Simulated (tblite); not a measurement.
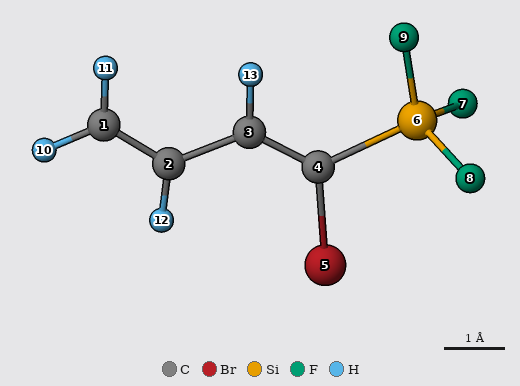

This is the input geometry for a relaxation of C4H4BrF3Si. The picture is a ball-and-stick view, seen at a tilt.

Computed with GFN2-xTB geometry optimisation, gas phase in tblite.

```xyz
13

C    -2.6717    0.3383    0.6357
C    -1.6945    0.1047   -0.2404
C    -0.2878    0.0512    0.1671
C     0.7619   -0.1725   -0.6459
Br    0.6406   -0.5086   -2.4825
Si    2.5089   -0.2113    0.0007
F     3.3779    0.9244   -0.7348
F     3.1671   -1.6469   -0.2587
F     2.4942    0.0753    1.5823
H    -3.7162    0.3651    0.3022
H    -2.5053    0.5166    1.6908
H    -1.9520   -0.0710   -1.2718
H    -0.1275    0.2350    1.2374
```

### Where does the relaxation end?

The largest move after the best rigid fit is that of Br5, 0.12 Å. By element the largest moves are Br 0.12 Å, F 0.10 Å, C 0.04 Å, H 0.04 Å, Si 0.01 Å. Near-neighbour distances that change, for instance: C4–Br5 1.871 → 1.921 Å, C2–C3 1.466 → 1.438 Å, Si6–F7 1.608 → 1.583 Å, Si6–F9 1.607 → 1.586 Å. Among the angles between lasting bonds that change: F7–Si6–F8 109.7° → 104.8°, C4–Si6–F7 109.5° → 114.2°, C3–C4–Br5 124.9° → 120.5°. Over 28 geometry steps the energy falls by 3.29 kcal/mol.

The structure at the end:

```xyz
13

C    -2.6965    0.3383    0.6209
C    -1.7059    0.0993   -0.2368
C    -0.3271    0.0582    0.1683
C     0.7404   -0.1734   -0.6131
Br    0.5215   -0.4985   -2.4933
Si    2.5008   -0.2092   -0.0063
F     3.4420    0.8677   -0.6837
F     3.2371   -1.5909   -0.2366
F     2.5645    0.0689    1.5537
H    -3.7244    0.3666    0.3049
H    -2.5082    0.5132    1.6678
H    -1.9162   -0.0735   -1.2832
H    -0.1324    0.2336    1.2195
```

The end point in the same view:

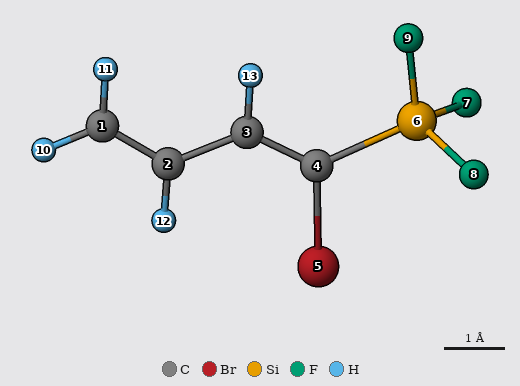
